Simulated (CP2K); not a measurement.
Acrylic acid has these distinct O atoms: O4 (bonded to C and H) and O5 (bonded to C).

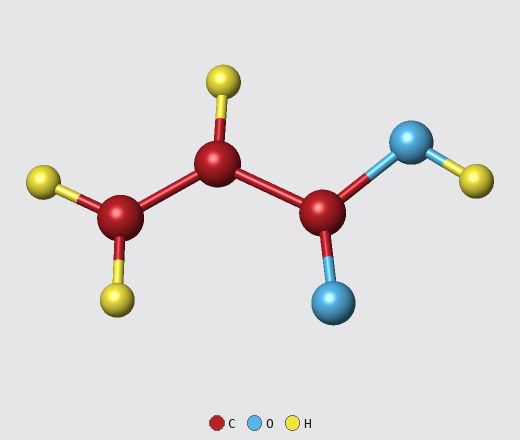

The molecule (carbon red, oxygen blue, hydrogen yellow).

```xyz
9

C    -1.5687   -0.2093   -0.2385
C    -0.4658    0.3596    0.2623
C     0.8836   -0.1538   -0.0745
O     1.8612    0.5960    0.5468
O     1.1438   -1.1061   -0.7973
H    -1.4932   -1.0675   -0.9070
H    -2.5601    0.1695    0.0070
H    -0.5109    1.2190    0.9310
H     2.7100    0.1927    0.2703
```

Their partial O K spectra (CP2K XAS_TDP, all-electron GAPW, PBEh(45%), aug-cc-pVDZ, TDA, GW2X-corrected core level, no relativity) are given in random order, each times the number of alike atoms.

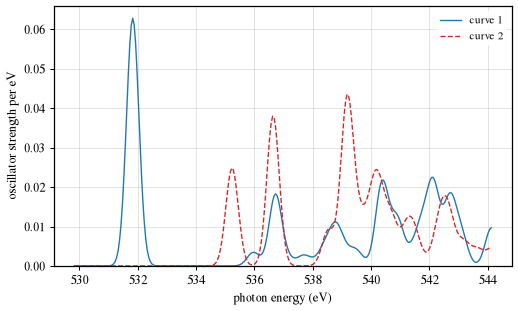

Gaussian full width 0.5 eV, oscillator strength per eV, alike atoms added, rows of zeros left out.

Q: Which curve belongs to which atom?

Curve 1: O5 (bonded to C), leading line at 531.83 eV (f = 0.033 an atom), ionisation energy 537.79 eV, term value 5.96 eV. Curve 2: O4 (bonded to C and H), leading line at 535.24 eV (f = 0.013 an atom), ionisation energy 539.77 eV, term value 4.53 eV. The leading line of an atom is its first one with 35 % of the strongest within 2.5 eV of its lowest line over the strength cut. A line lies at the core ionisation energy, which rises as an atom loses charge to its neighbours or to a π system, less the term value, which is large for a low π* or σ* orbital with weight on that atom.

[Banner, clock and machine lines of the logs are left out without a mark of their own.]

[Logs are printed without paths, hosts, clocks, repeated set-up lines and the standing remarks that a program may print on its own settings, such as how far it seeks lower states.]

[Hosts, paths, dates, database ids (printed as entryN), source tags and the programs' standing remarks are cut or masked in the printed files.]
